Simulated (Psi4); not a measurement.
**BLYP/def2-TZVPPD run of GaH3 (SMILES [GaH3])**

What is the vertical electron affinity of GaH3 at BLYP/def2-TZVPPD? 

The results are computed with Psi4 1.11.

6 further runs of the same task are left out: 5 that didn't finish, 1 set aside as unsound or not needed.

**1. The molecule**

The species is GaH3 (4 atoms), meant as a singlet with charge 0. SMILES: `[GaH3]`. Geometry: relaxed at PBE0-D4/def2-TZVP.

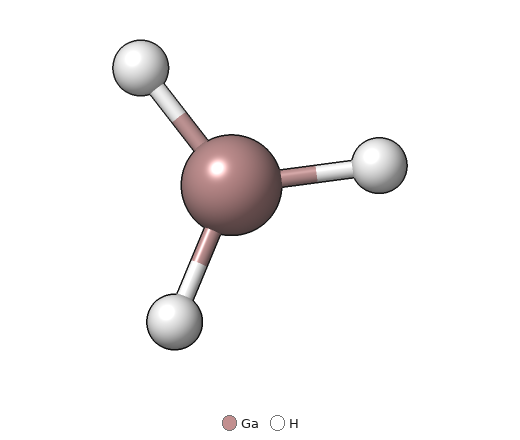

Viewed from a chosen angle; gallium pink, hydrogen white.

**2. Energy and gradient at BLYP/def2-TZVPPD**

Contents of gah3.dat:

```
memory 2.2 GB

molecule m {
  0 1
  Ga
  H 1 r2
  H 1 r3 2 a3
  H 1 r4 3 a4 2 d4

  r2 = 1.568434
  r3 = 1.568404
  a3 = 119.9994
  r4 = 1.568358
  a4 = 120.00294
  d4 = 179.88964
  symmetry c1
}

set basis def2-TZVPPD
set puream true
set e_convergence 1e-09
set d_convergence 1e-08
set scf_type pk
set dft_radial_points 99
set dft_spherical_points 590

e_tot, wfn = gradient("blyp", return_wfn=True)
```

Command:

```sh
$ psi4 gah3.dat gah3.out -n 1
```

gah3.out (excerpt; [...] marks lines left out):

```text
[...]
  Running in c1 symmetry.
[...]
  Nuclear repulsion =   31.962563877615406
[...]
  Multiplicity = 1
[...]
  Nalpha       = 17
  Nbeta        = 17
[...]
    Number of basis functions: 105
[...]
   @RKS iter   1: -1924.35377645525114   -7.64128e-01   3.33673e-02 DIIS/ADIIS
[...]
   @RKS iter  11: -1926.68340716343687    1.36424e-12   1.06996e-09 DIIS
[...]
    Orbital Energies [Eh]
    ---------------------
    Doubly Occupied:
       1A   -371.056366     2A    -45.354278     3A    -40.209900
       4A    -40.204881     5A    -40.204881     6A     -5.261012
       7A     -3.599051     8A     -3.585439     9A     -3.585439
      10A     -0.736594    11A     -0.730425    12A     -0.730425
      13A     -0.724602    14A     -0.724602    15A     -0.410690
      16A     -0.267166    17A     -0.267157
[...]
  @RKS Final Energy: -1926.68340716343687
   => Energetics <=
    Nuclear Repulsion Energy =             31.9625638776154055
    One-Electron Energy =               -2748.3886269211184299
    Two-Electron Energy =                 865.8918080418036425
    DFT Exchange-Correlation Energy =     -76.1491521617376321
    Empirical Dispersion Energy =           0.0000000000000000
    VV10 Nonlocal Energy =                  0.0000000000000000
    Total Energy =                      -1926.6834071634368684
[...]
 Multipole Moments:
 ------------------------------------------------------------------------------------
     Multipole            Electronic (a.u.)      Nuclear  (a.u.)        Total (a.u.)
 ------------------------------------------------------------------------------------
 L = 1.  Multiply by 2.5417464519 to convert [e a0] to [Debye]
 Dipole X            :          0.0036796           -0.0025892            0.0010904
 Dipole Y            :         -0.0000367            0.0000171           -0.0000196
 Dipole Z            :         -0.0002041            0.0001236           -0.0000805
 Magnitude           :                                                    0.0010935
[...]
  -Total Gradient:
     Atom            X                  Y                   Z
    ------   -----------------  -----------------  -----------------
       1        0.000086982346    -0.000009391901    -0.000014910435
       2       -0.000030167493    -0.000000944550    -0.002076306380
       3       -0.000030157592    -0.001803888439     0.001042268515
       4       -0.000026666630     0.001814167477     0.001049224863
[...]
```

It took 12 s on 1 thread of Intel Xeon 6975P-C (Granite Rapids), shared host; peak memory 1.1 GiB.

**3. The doublet anion: a single-point energy at UBLYP/def2-TZVPPD**

Contents of input.json:

```json
{
 "schema_name": "qcschema_input",
 "schema_version": 1,
 "molecule": {
  "schema_name": "qcschema_molecule",
  "schema_version": 2,
  "symbols": ["Ga", "H", "H", "H"],
  "geometry": [0.02532233, -0.02815692, -0.00869274, 2.366693, 0.64968784, 1.67750988, -1.04331779, -2.79263727, -0.01833034, -1.24419568, 2.05734483, -1.68884824],
  "molecular_charge": -1,
  "molecular_multiplicity": 2,
  "fix_symmetry": "c1"
 },
 "driver": "energy",
 "model": {
  "method": "blyp",
  "basis": "def2-TZVPPD"
 },
 "keywords": {
  "reference": "uks",
  "puream": true,
  "e_convergence": 1e-09,
  "d_convergence": 1e-08,
  "scf_type": "pk",
  "dft_radial_points": 99,
  "dft_spherical_points": 590,
  "maxiter": 100,
  "scf_properties": ["WIBERG_LOWDIN_INDICES", "DIPOLE", "LOWDIN_CHARGES"]
 }
}
```

Command:

```sh
$ psi4 --qcschema input.json -n 1 --memory 2200MB
```

stdout (excerpt; [...] marks lines left out):

```text
[...]
  Running in c1 symmetry.
[...]
  Nuclear repulsion =   31.962558418829840
[...]
  Multiplicity = 2
[...]
  Nalpha       = 18
  Nbeta        = 17
[...]
    Number of basis functions: 105
[...]
   @UKS iter   1: -1923.86213320229285   -2.72485e-01   3.49963e-02 DIIS/ADIIS
[...]
   @UKS iter  12: -1926.68078632701850   -5.00222e-12   1.94522e-09 DIIS
[...]
   @S^2 Observed:                7.519276807E-01
[...]
    Orbital Energies [Eh]
    ---------------------
    Alpha Occupied:
       1A   -370.803030     2A    -45.101621     3A    -39.955517
       4A    -39.953106     5A    -39.953106     6A     -5.008289
       7A     -3.340354     8A     -3.335737     9A     -3.335737
      10A     -0.480291    11A     -0.477295    12A     -0.477294
      13A     -0.476031    14A     -0.476031    15A     -0.183164
      16A     -0.049851    17A     -0.049843    18A      0.102617
    Alpha Virtual:
      19A      0.139406    20A      0.179850    21A      0.191621
      22A      0.191623    23A      0.203251    24A      0.203251
      25A      0.232078    26A      0.232079    27A      0.263211
[...]
  @UKS Final Energy: -1926.68078632701850
   => Energetics <=
    Nuclear Repulsion Energy =             31.9625584188298397
    One-Electron Energy =               -2756.7847848768287804
    Two-Electron Energy =                 874.4592210309849634
    DFT Exchange-Correlation Energy =     -76.3177809000043368
    Empirical Dispersion Energy =           0.0000000000000000
    VV10 Nonlocal Energy =                  0.0000000000000000
    Total Energy =                      -1926.6807863270184953
[...]
 Multipole Moments:
 ------------------------------------------------------------------------------------
     Multipole            Electronic (a.u.)      Nuclear  (a.u.)        Total (a.u.)
 ------------------------------------------------------------------------------------
 L = 1.  Multiply by 2.5417464519 to convert [e a0] to [Debye]
 Dipole X            :         -0.0009710            0.0016826            0.0007115
 Dipole Y            :          0.0002985           -0.0005938           -0.0002953
 Dipole Z            :          0.0008491           -0.0018805           -0.0010314
 Magnitude           :                                                    0.0012873
[...]
```

The result, in JSON:

```text
{
 "driver": "energy",
 "model": {
  "method": "blyp",
  "basis": "def2-TZVPPD"
 },
 "success": true,
 "return_result": -1926.6807863270185,
 "properties": {
  "calcinfo_nbasis": 105,
  "calcinfo_nmo": 105,
  "calcinfo_nalpha": 18,
  "calcinfo_nbeta": 17,
  "calcinfo_natom": 4,
  "nuclear_repulsion_energy": 31.96255841882984,
  "return_energy": -1926.6807863270185,
  "scf_one_electron_energy": -2756.784784876829,
  "scf_two_electron_energy": 874.459221030985,
  "scf_xc_energy": -76.31778090000434,
  "scf_dipole_moment": [0.0007115120136510222, -0.0002953129156986478, -0.0010314050812606293],
  "scf_total_energy": -1926.6807863270185,
  "scf_iterations": 12
 }
}
```

It took 11 s on 1 thread of Intel Xeon 6975P-C (Granite Rapids), shared host; peak memory 1.1 GiB.

**4. Outcome**

At BLYP/def2-TZVPPD:

```
                                         quantity           value
                       singlet GaH3: total energy  -1926.68341 Eh
                      singlet GaH3: dipole moment          0.00 D
                        singlet GaH3: HOMO energy        -7.27 eV
                        singlet GaH3: LUMO energy        -2.64 eV
                      singlet GaH3: HOMO–LUMO gap         4.63 eV
           singlet GaH3: largest force on an atom      0.108 eV/Å
                      doublet anion: total energy  -1926.68079 Eh
doublet anion: HOMO energy (highest over α and β)         2.79 eV
 doublet anion: LUMO energy (lowest over α and β)         3.74 eV
                              doublet anion: ⟨S²⟩           0.752
vertical electron affinity (to the doublet anion)       -0.071 eV
```

The anion lies 0.07 eV (1.6 kcal/mol) above the neutral: the electron isn't bound at this level, and such a value depends on the basis. The HOMO (doublet anion) lies at positive energy, 2.79 eV, as semi-local functionals often give for anions; only total energies tell whether the electron is bound.
